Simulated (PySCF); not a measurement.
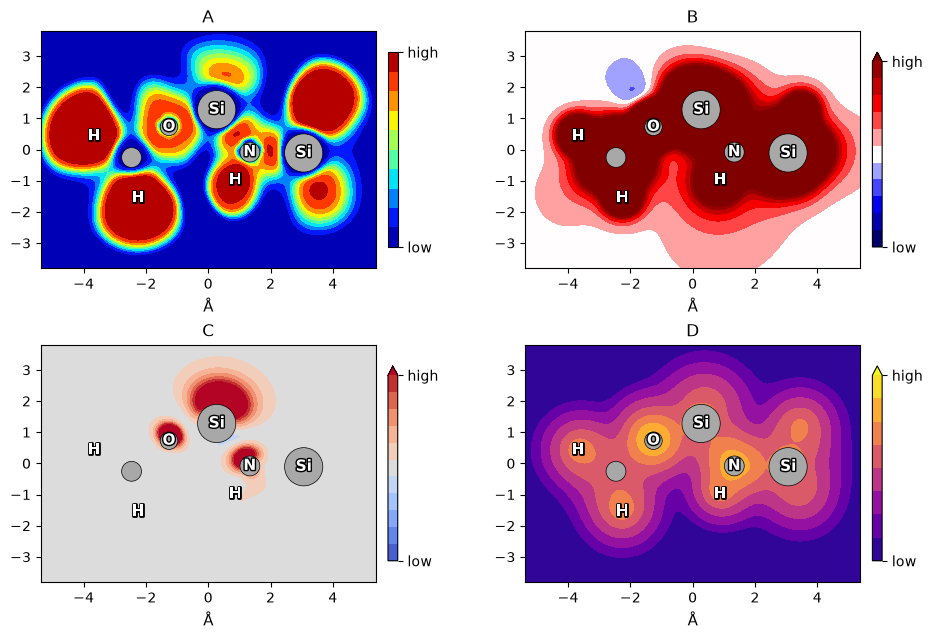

H8NOSi3 (doublet): 4 fields on the plane of atoms Si3, N2 and H9, with unlabelled colour scales. Grey discs cover the atomic cores.

Geometry: GFN2-xTB.

Computed with UKS B3LYP, pcH-1 on H N O Si, non-relativistic, mean-field spin-orbit, GIAO in PySCF.

Match the panels to the quantities (electron density, electron localisation function, electrostatic potential and spin density).

Answer. Panel A: electron localisation function. Panel B: electrostatic potential (strongly positive close to the atoms, with negative regions outside electron-rich atoms). Panel C: spin density (confined to the atoms that carry the unpaired spin). Panel D: electron density. From the grid: Si–O (1.63 Å): the density is about 1.1 e/Å³ at the midpoint; the ELF peaks at about 0.85 between the atoms: a polar covalent bond. Si–N (1.73 Å): ρ is about 1 e/Å³ halfway; the ELF peaks at about 0.90 between the atoms (a polar covalent bond).
